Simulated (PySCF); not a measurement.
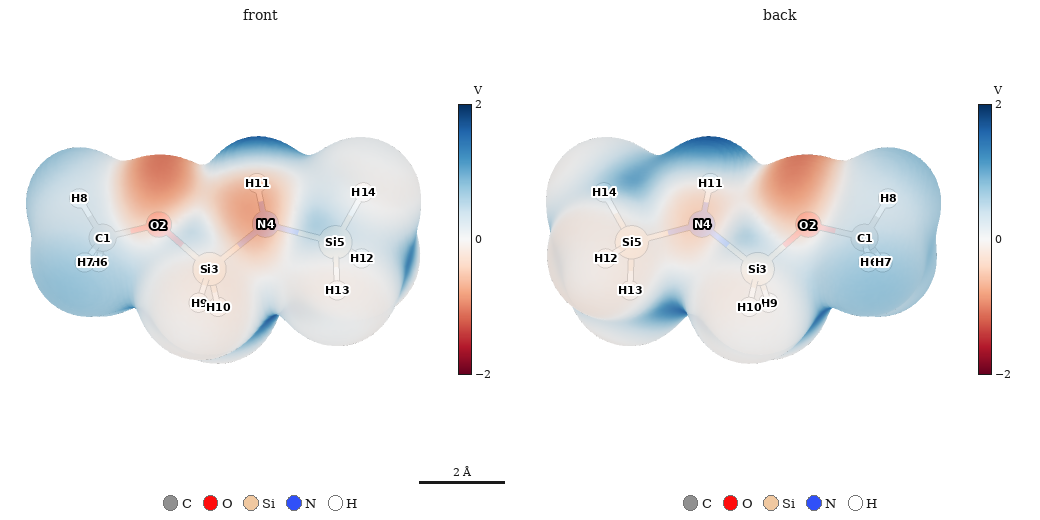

*CH9NOSi2 (SMILES CO[SiH2]N[SiH3]). The electrostatic potential painted on the density surface at 0.002 e/bohr³, seen from the front and from behind; red is negative and blue positive.*

Geometry: GFN2-xTB.

Theory: wB97X-D/def2-SVPD, SCF density, gas phase (PySCF).

Input file:

```
{"job": {"kind": "uv", "xc": "wB97X-D", "basis": "def2-SVPD", "nstates": 8, "ntriplets": 3}, "charge": 0, "multiplicity": 1}
C     -2.805881    -0.165812     0.105916
O     -1.444508    -0.326414    -0.127954
Si    -0.236226     0.355955     0.713520
N      1.135150    -0.248226    -0.127183
Si     2.791517    -0.060130     0.312151
H     -3.078515    -0.550283     1.092032
H     -3.091333     0.887888     0.056453
H     -3.350866    -0.719881    -0.659453
H     -0.288451     1.818814     0.636034
H     -0.265844    -0.059821     2.120709
H      0.930321    -0.917926    -0.850503
H      3.161877    -0.937458     1.429859
H      2.975027     1.332269     0.714820
H      3.567054    -0.409448    -0.878517
```

Run with:

```sh
OMP_NUM_THREADS=1 python probes_run.py task.json out
```

Q: Which sites attract a positive test charge, and which a negative one?

A: A positive charge is drawn to the negative regions and a negative charge to the positive ones. The most negative region (about −1.0 V, or −23 kcal/mol for a unit charge) lies over O2, the most positive (about +1.6 V, or +37 kcal/mol for a unit charge) over Si3 and H11. O2 is the likeliest acceptor of a hydrogen bond.

Q: How polar is the molecule by this calculation?

A: Its dipole moment is 1.10 D.
